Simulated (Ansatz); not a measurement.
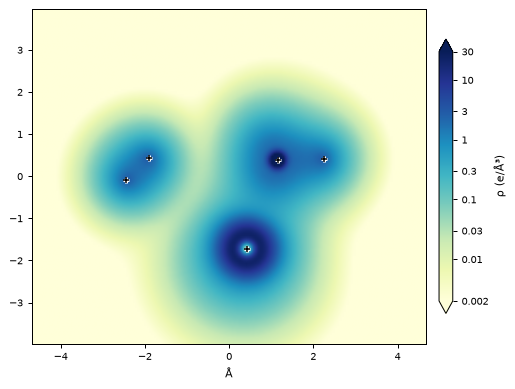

The electron density on a plane through atoms (crosses mark nuclei in the plane).

The calculation used RKS PBE0-D4/def2-TZVPP (Ansatz).

Candidates:
A. AlClH2O
B. CH3In···H2
C. BH8NSi

### Which system is this?

Candidate B: CH3In···H2 on the plane of atoms In1, C4 and H5, which holds In, H and C. In1···H2 (3.18 Å): the density falls to about 0.03 e/Å³ on the way (a non-bonded, intermolecular contact). C–In (2.24 Å): ρ at the midpoint is about 0.58 e/Å³.
